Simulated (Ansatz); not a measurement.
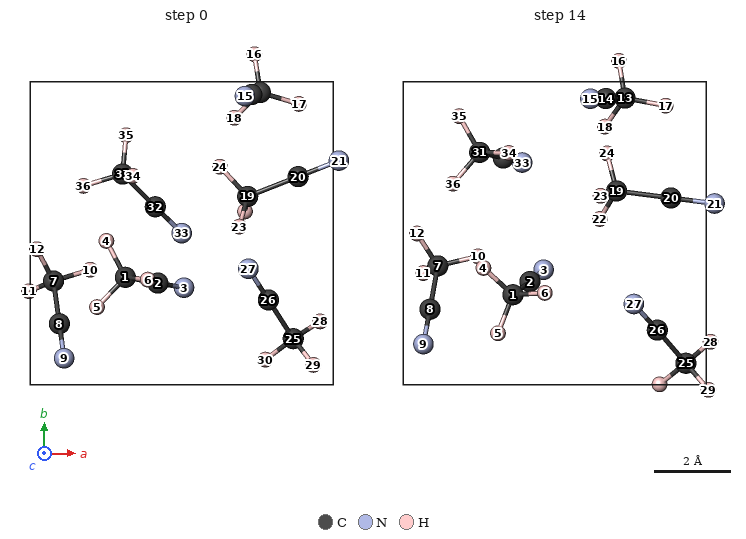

The structure of an amorphous cell of composition H3C2N before (left) and after (right) a relaxation, at one scale.

Style: ball-and-stick. Shown: the cell of the calculation (origin shifted), along the c axis.

The cell holds 6 CH3CN. The run prepares the start of a later molecular dynamics calculation, from a guessed geometry.

Level of theory: Ansatz 0.2.0, DFT PBE, scalar-relativistic, plane waves, PAW. Set-up: plane-wave cutoff 420 eV; k-point mesh 1 × 1 × 1; occupations fermi dirac; smearing width 0.05 eV; no spin polarisation; atoms relaxed in a fixed cell; force threshold 0.3 eV/Å; at most 15 steps.

> What changed between the two?

The relaxation stopped without meeting its thresholds, so the last structure isn't shown to be converged. It used up its limit of 15 steps. N33 moves most: 2.16 Å roughly along [−1 3 −1]. Largest moves by element: N 2.16 Å, C 1.47 Å, H 1.39 Å. The cell doesn't change. Near-neighbour distances that change, for instance: C14–N15 1.178 → 1.162 Å, C13–C14 1.461 → 1.445 Å, C31–H34 1.092 → 1.105 Å, C20–N21 1.178 → 1.168 Å. Among the angles between lasting bonds that change: H17–C13–H18 108.8° → 110.8°. The energy falls by 45.4 meV per atom in 14 geometry steps. Largest force component: 2.2 eV/Å at the start, 0.57 eV/Å at the end. The forces were under the threshold at step 7, but the run went on from there. Cost: 55 s on 1 thread of Arm Neoverse V1, on a shared host, peak memory 0.46 GiB.

Limits of the set-up: the program's low-accuracy preset was used; the periodic images lie only 8.1 Å apart, so the values are limited by the cell's size.
